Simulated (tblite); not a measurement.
# Frequency calculation, with input and output: C2H8BrGeO2 (charge −1)

The run: frequency calculation of C2H8BrGeO2, charge −1. Method and program: GFN2-xTB harmonic vibrations, gas phase (tblite 0.8.0).

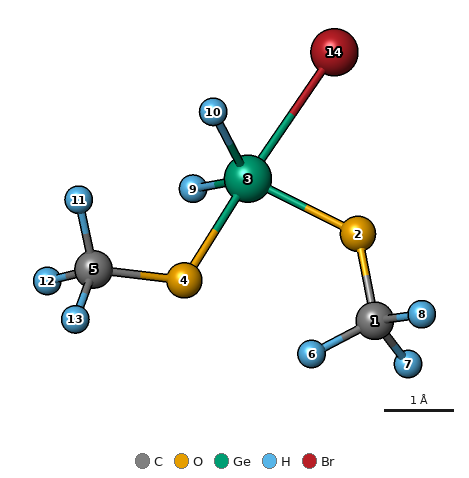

*The structure (ball-and-stick view, seen at a tilt; atoms are numbered from 1 in the order of the input). Sticks mark near contacts.*

Results in brief

```json
{"quantity": "outcome", "value": "converged"}
{"quantity": "total energy", "value": "−620.7809 eV"}
{"quantity": "zero-point energy", "value": "59.4070 kcal/mol"}
{"quantity": "hardware", "value": "1 CPU thread, shared host"}
{"quantity": "peak memory", "value": "0.47 GiB"}
```

Input file
```
{"job": {"kind": "ir", "xc": "GFN2-xTB", "basis": "xTB"}, "charge": -1, "multiplicity": 1}
C     -1.938126    -0.371268    -1.151190
O     -1.700327     0.857120    -0.540862
Ge    -0.261244     1.282169     0.431812
O      0.556223    -0.455192     0.186199
C      1.841719    -0.642066     0.616553
H     -1.144027    -1.085210    -0.941675
H     -2.889740    -0.775639    -0.786403
H     -2.013380    -0.230273    -2.235860
H     -0.341668     1.121445     1.955049
H      0.970101     1.971649    -0.191079
H      2.480330     0.238670     0.428690
H      1.889802    -0.850760     1.697690
H      2.284488    -1.497623     0.085691
Br    -1.332368     3.459619     0.628274
```

The first line tells a small driver script what to run in tblite; the rest is the geometry in Å.

Launched with:
```bash
OMP_NUM_THREADS=1 python <driver script> task.json out
```

Log
```
mode    cm-1     km/mol
  1      33.3      0.04
  2      90.5      1.52
  3      95.8      3.78
  4     106.4      1.67
  5     129.3      0.54
  6     140.0      4.58
  7     173.2     18.72
  8     199.1     13.31
  9     261.0     31.13
 10     313.7      4.78
 11     360.0    263.75
 12     429.1     78.56
 13     454.2     85.86
 14     637.8    238.06
 15     893.4    188.86
 16     924.1    422.69
 17    1084.6    138.04
 18    1119.7    124.60
 19    1158.5      0.22
 20    1164.3      9.59
 21    1168.4      7.25
 22    1171.9     10.22
 23    1419.2     11.99
 24    1442.8     10.65
 25    1495.9      0.26
 26    1504.6      6.87
 27    1512.9      2.14
 28    1520.8      4.05
 29    1589.1    158.74
 30    1691.3    622.12
 31    2780.2    127.46
 32    2813.6    127.78
 33    2864.5    171.64
 34    2892.3    101.48
 35    2912.9    106.31
 36    3007.4     23.34
ZPE 248.559  H(298)-E 278.879  G(298)-E 151.320 kJ/mol  S 427.84 J/(mol K)
```

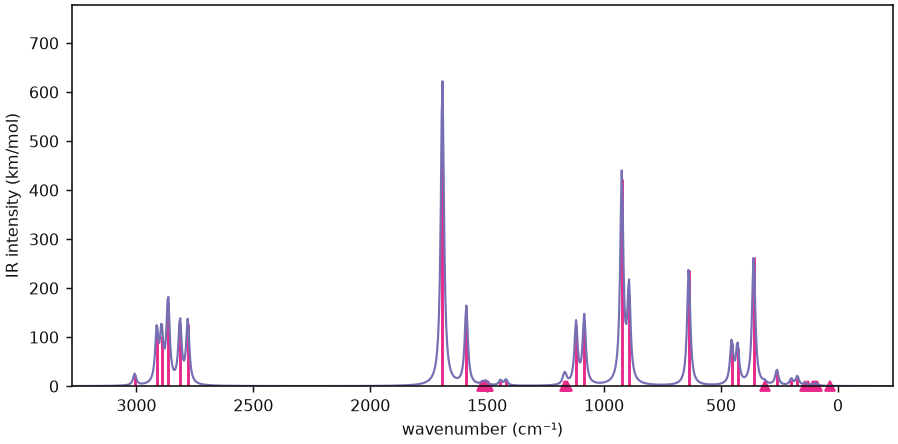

*Harmonic infrared spectrum, unscaled: sticks (degenerate modes added up, dark ones marked on the axis) with a Lorentzian envelope of 16 cm⁻¹ full width, scaled to the tallest stick.*

36 modes from 33 to 3007 cm⁻¹, none imaginary. The strongest line is at 1691 cm⁻¹ (622 km/mol).
